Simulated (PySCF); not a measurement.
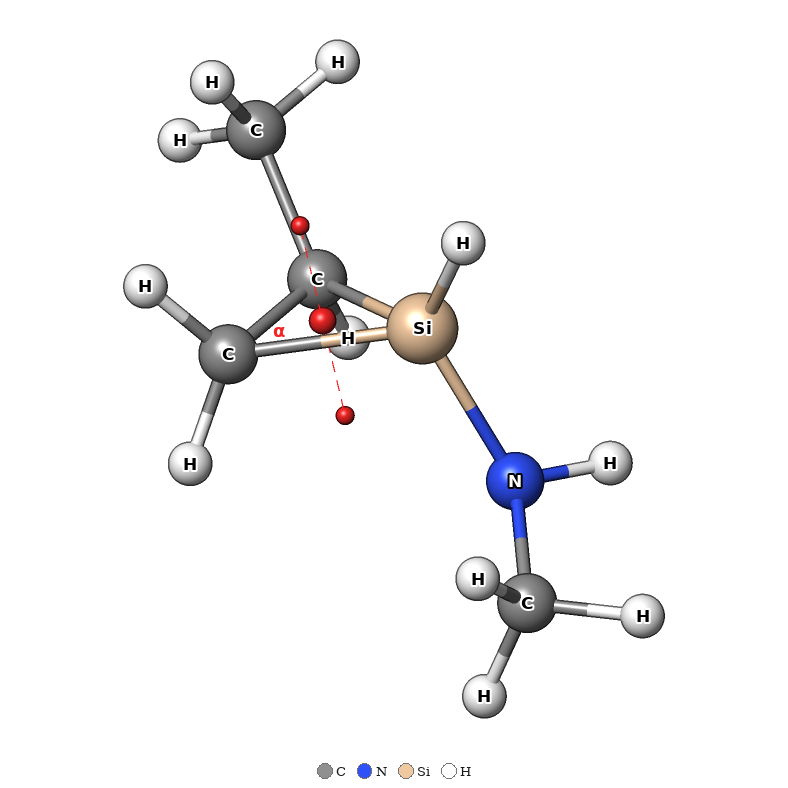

The small points mark where nucleus-independent chemical shifts (NICS) were computed: at the centre of each lettered ring and 1 Å above and below it. Geometry: a frame of a GFN2-xTB molecular-dynamics simulation, not a minimum. Properties computed with GIAO PBE0/pcSseg-1 NMR shielding, non-relativistic, gas phase (PySCF 2.14.0).

Give NICS(0), NICS(1) and the out-of-plane component NICS(1)zz for each ring (means of the two sides).

```
ring  members  NICS(0)  NICS(1)  NICS(1)zz
   α     C2Si    −26.1     −7.5      −15.7
```

Values in ppm.
